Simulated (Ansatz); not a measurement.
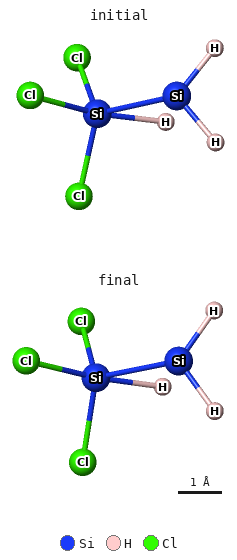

The structure of Si$_{2}$H$_{3}$Cl$_{3}$ before (top) and after (bottom) a constrained relaxation, at one scale.

A ball-and-stick model, seen at a tilt.

The reaction that was planned forms Si1–H3 and breaks Si1–Si2, Si2–H3 (atoms numbered from 1 in input order).

All numbers below come from Ansatz, RKS PBE0-D4/def2-SVP.

The input:
```yaml
crystal:
  periodic: [false, false, false]
  atoms:
    - {symbol: Si, position_ang: [0.146800, 0.083200, 0.883100]}
    - {symbol: Si, position_ang: [0.168000, 0.164300, -1.453500]}
    - {symbol: H, position_ang: [-1.092800, -0.779200, -0.017000]}
    - {symbol: H, position_ang: [0.425600, -1.048200, -2.234600]}
    - {symbol: H, position_ang: [-0.916000, 0.830700, -2.179800]}
    - {symbol: Cl, position_ang: [-1.289600, 1.099200, 1.899400]}
    - {symbol: Cl, position_ang: [1.807000, 1.300900, 1.351100]}
    - {symbol: Cl, position_ang: [0.751000, -1.651000, 1.751300]}
basis:
  gaussian: {orbitals: def2-SVP}
hamiltonian: {xc: pbe0, dispersion: d4}
relax: {f_tol: 0.04, max_steps: 150, escape_saddle: false, constraints: [{distance: [0, 2]}, {distance: [0, 1]}, {distance: [1, 2]}]}
```

Run as
```bash
ansatz run in.yaml --threads 8 --pin off --events-out ev --progress --plain --max-ram 19148MiB
```

Question: What changed between the two?

Answer: Cl6 moves most after the best rigid fit: 0.10 Å. By element the largest moves are Cl 0.10 Å, Si 0.09 Å, H 0.09 Å. Near-neighbour distances that change, for instance: Si1–Cl6 2.032 → 2.066 Å, Si2–H4 1.465 → 1.493 Å, Si1–Cl7 2.111 → 2.091 Å. Among the angles between lasting bonds that change: H4–Si2–H5 104.0° → 111.3°, Si2–Si1–Cl7 101.2° → 107.7°, H3–Si1–Cl7 162.0° → 168.4°. Over 3 geometry steps the energy falls by 0.125 eV. Largest force component: 0.63 eV/Å at the start, 0.021 eV/Å at the end. Cost: 3.7 s on 8 threads of Intel Xeon Platinum 8488C (shared host).
